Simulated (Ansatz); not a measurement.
# One shape, several levels: SiH2F2 (SMILES F[SiH2]F)

We compute a comparison of 5 runs (CAM-B3LYP/STO-3G, PBE/STO-3G, PBE0/STO-3G, CCSDTQ/STO-3G, UCCSD(T)/STO-3G) of SiH2F2. 

The results are computed with Ansatz 0.2.0.

53 further runs of the same task are left out: 3 that didn't finish, 50 set aside as unsound or not needed.

## 1. The system as given

The species is SiH2F2 (5 atoms), meant as a singlet with charge 0. As SMILES, `F[SiH2]F`. The Si2–F1 distance was set to 3.964 Å, away from the relaxed value. At this shape a bond of the SMILES string is far longer than usual.

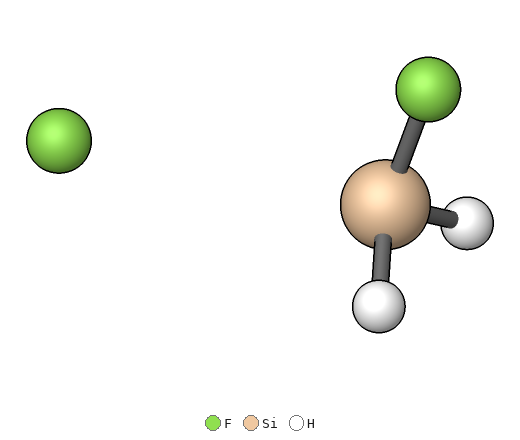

Viewed from a chosen angle; fluorine green, silicon light orange, hydrogen white.

## 2. A single-point energy at CAM-B3LYP/STO-3G (run 1)

Input file input.yaml:

```yaml
crystal:
  periodic: [false, false, false]
  atoms:
    - {symbol: F, position_ang: [-2.689711, 1.346318, 2.532950]}
    - {symbol: Si, position_ang: [-0.005220, -0.000540, -0.054090]}
    - {symbol: F, position_ang: [1.247630, -0.520590, 0.766910]}
    - {symbol: H, position_ang: [-0.590470, -1.138740, -0.786300]}
    - {symbol: H, position_ang: [0.427070, 1.121680, -0.907250]}
basis:
  gaussian:
    orbitals: STO-3G
total_charge: 0
hamiltonian:
  xc: {name: CAM-B3LYP}
accuracy: high
```

Command:

```bash
ansatz run input.yaml --threads 1 --pin off --max-ram 3480MiB --events-out events.jsonl --progress --plain --runs-dir runs
```

Log:

```text
Warning: RAYON_NUM_THREADS=1 ignored (pool sized by the plan → 1); use --threads N
Functional definition: CAM-B3LYP
  name "CAM-B3LYP"
  parameter alpha = 0.19
  parameter beta = 0.46
  parameter omega = 0.33/bohr
  parameter ac = 0.81
  exchange = (1 - alpha - beta)*b88_x + beta*b88_x_sr(omega) + alpha*exact_x + beta*exact_x_lr(omega)
  correlation = (1 - ac)*vwn5_c + ac*lyp_c
342 factors; integrals over basis functions are off by at most 2.6e-8 eV
157 factors; integrals over basis functions are off by at most 1.1e-9 eV
mean field evaluation 1: about -13152.7534 eV, gradient 2.2e1 eV
mean field evaluation 2: about -12771.2412 eV, gradient 2.3e1 eV
mean field evaluation 4: about -13153.1398 eV, gradient 2.1e1 eV
mean field evaluation 8: about -13153.7431 eV, gradient 1.6e1 eV
mean field evaluation 16: about -13162.8612 eV, gradient 2.7e-3 eV
mean field -13162.86117433 eV, -483.7262260490 hartree, gradient 3.8e-8 eV, S^2 0.000000; 2 other end points of the search recorded, 0 dependent functions left out
reference -13162.86118636 eV, -483.7262264909 hartree; 17, 17 occupied and 4, 4 virtual orbitals, 342 factors
Total energy: -13162.86118636 eV, -483.7262264909 hartree
```

Wall time 1.5 s (1 thread of Arm Neoverse V2, shared host); peak memory 0.095 GiB.

## 3. A single-point energy at PBE/STO-3G (run 2)

Edit input.yaml of step 2 so:

```diff
@@ -1 +1,3 @@
+basis:
+  gaussian: {orbitals: STO-3G}
 crystal:
@@ -8,8 +10,4 @@
     - {symbol: H, position_ang: [0.427070, 1.121680, -0.907250]}
-basis:
-  gaussian:
-    orbitals: STO-3G
+accuracy: high
 total_charge: 0
-hamiltonian:
-  xc: {name: CAM-B3LYP}
-accuracy: high
+hamiltonian: {xc: {name: PBE}}
```

Command:

```bash
ansatz run input.yaml --threads 1 --pin off --max-ram 3480MiB --events-out events.jsonl --progress --plain --runs-dir runs
```

Log:

```text
Warning: RAYON_NUM_THREADS=1 ignored (pool sized by the plan → 1); use --threads N
Functional definition: PBE
  name "PBE"
  parameter kappa = 0.804
  parameter beta = 0.06672455060314922
  exchange = pbe_x(kappa = kappa, mu = beta*pi^2/3)
  correlation = pbe_c(beta = beta)
342 factors; integrals over basis functions are off by at most 2.6e-8 eV
mean field evaluation 1: about -13145.7769 eV, gradient 2.1e1 eV
mean field evaluation 2: about -12763.0533 eV, gradient 2.5e1 eV
mean field evaluation 4: about -13142.4215 eV, gradient 3.9e1 eV
mean field evaluation 8: about -13157.4324 eV, gradient 2.6e-2 eV
mean field evaluation 16: about -13138.6045 eV, gradient 8.2e0 eV
mean field evaluation 32: about -13157.3726 eV, gradient 6.6e-1 eV
mean field -13157.40488580 eV, -483.5257111439 hartree, gradient 1.9e-8 eV, S^2 0.000000; 3 other end points of the search recorded, 0 dependent functions left out
reference -13157.40488734 eV, -483.5257112003 hartree; 17, 17 occupied and 4, 4 virtual orbitals, 342 factors
Total energy: -13157.40488734 eV, -483.5257112003 hartree
```

Run time: 1.4 s. Hardware: 1 thread of Arm Neoverse V2, shared host; peak memory 0.093 GiB.

Runs 3 to 4 aren't shown in full; the table further down has their settings and results.

## 4. The energy at UCCSD(T)/STO-3G (run 5)

Input file job.yaml:

```yaml
crystal:
  periodic: [false, false, false]
  atoms:
    - symbol: F
      position_ang: [-2.689711, 1.346318, 2.532950]
    - symbol: Si
      position_ang: [-0.005220, -0.000540, -0.054090]
    - symbol: F
      position_ang: [1.247630, -0.520590, 0.766910]
    - symbol: H
      position_ang: [-0.590470, -1.138740, -0.786300]
    - symbol: H
      position_ang: [0.427070, 1.121680, -0.907250]
basis:
  gaussian:
    orbitals: STO-3G
correlation:
  method: ccsd_t
  frozen_orbitals: {F: 1, H: 0, Si: 5}
accuracy: high
scf:
  omitted_lower_state_checks: [cluster_reference, increment]
magnetization:
  spin_polarized: true
  initial_magnetization: 0
```

Command:

```bash
ansatz run job.yaml --threads 1 --pin off --max-ram 3480MiB --events-out events.jsonl --progress --plain --runs-dir runs
```

Log:

```text
Warning: RAYON_NUM_THREADS=1 ignored (pool sized by the plan → 1); use --threads N
[... 19 lines left out ...]
7 core orbitals not correlated: weight in the atoms' cores, before any rotation towards them, 1.000 or more for the frozen orbitals, at most 0.000 for the correlated occupied ones
[... 80 lines left out ...]
Total energy: -13137.72771038 eV, -482.8025882849 hartree
Checks for a lower state left out: cluster_reference, increment
```

Wall time 1.5 s (1 thread of Arm Neoverse V2, shared host).

## 5. Overview of the runs

```
run             level  frozen core orbitals  energy (Eh)  wall time
  1  CAM-B3LYP/STO-3G                     –  -483.726226      1.5 s
  2        PBE/STO-3G                     –  -483.525711      1.4 s
  3       PBE0/STO-3G                     –  -483.567460      1.4 s
  4     CCSDTQ/STO-3G                     7  -482.803015       31 s
  5   UCCSD(T)/STO-3G                     7  -482.802588      1.5 s
```

## 6. Outcome

```
                                          quantity          value
                               run 5: total energy  -482.80259 Eh
run 5: correlation energy (7 core orbitals frozen)      -66.7 mEh
                             run 5: (T) correction      -2.29 mEh
          run 5: ⟨S²⟩ of the reference determinant          1.002
                              run 5: T1 diagnostic          0.012
```

**Reading.** Totals of different functionals can't be ranked against each other. In run 4 the log says that unrestricted orbitals would lower the reference, so the values rest on an unstable closed-shell determinant (other closed-shell runs at this shape may share the fault). In runs 1, 2, 3, 4, 5 the basis is minimal, so the values are rough. In runs 1, 2, 3 a closed-shell determinant meets a far-stretched bond, which it describes badly. Spin contamination of the reference: run 5 ⟨S²⟩ = 1.00. Where it is this large, the reference is a mixture of spin states, and values that rest on it are in doubt. All runs together took 37 s, the longest 31 s.
